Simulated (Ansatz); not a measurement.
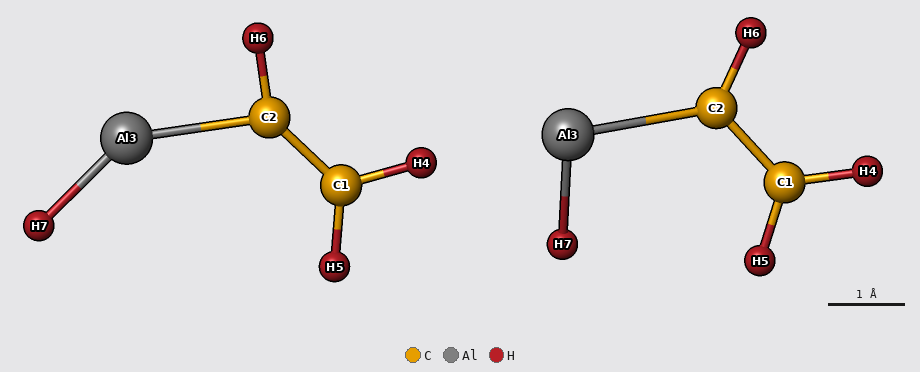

Two geometries of C2H4Al (charge −1), drawn at one scale. One is the start of a relaxation, the other its converged end. A ball-and-stick model, seen from a free direction.

The calculation used Ansatz 0.2.0, RKS r2SCAN-D4/def2-SVP. (no spin polarisation; force threshold 0.02 eV/Å; at most 50 steps)

### Which geometry has the lower energy?

The right one is the relaxed one. The run prepares an end point of a later path (hydrogen shift) calculation, from a guessed geometry. The largest move after the best rigid fit is that of H7, 0.93 Å. By element the largest moves are H 0.93 Å, Al 0.47 Å, C 0.22 Å. Among the contacts that change: C2–Al3 1.915 → 2.062 Å, Al3–H7 1.656 → 1.701 Å, C2–H6 1.090 → 1.110 Å, C1–C2 1.334 → 1.352 Å. Among the angles between lasting bonds that change: C2–Al3–H7 142.6° → 93.6°, Al3–C2–H6 89.7° → 120.9°, C1–C2–H6 142.4° → 113.5°. Groups turn about C2–Al3 by about 25°. The energy falls by 45.7 kcal/mol in 11 accepted moves (13 points after the start). The largest force component goes from 2.4 to 0.011 eV/Å. The line search rejected the trial steps at points 9, 12 of the run. The run took 42 s on 1 thread of Intel(R) Xeon(R) Platinum 8488C (Sapphire Rapids) (shared host), peak memory 0.22 GiB.

Limits of the set-up: the basis has no diffuse functions, which an anion needs.
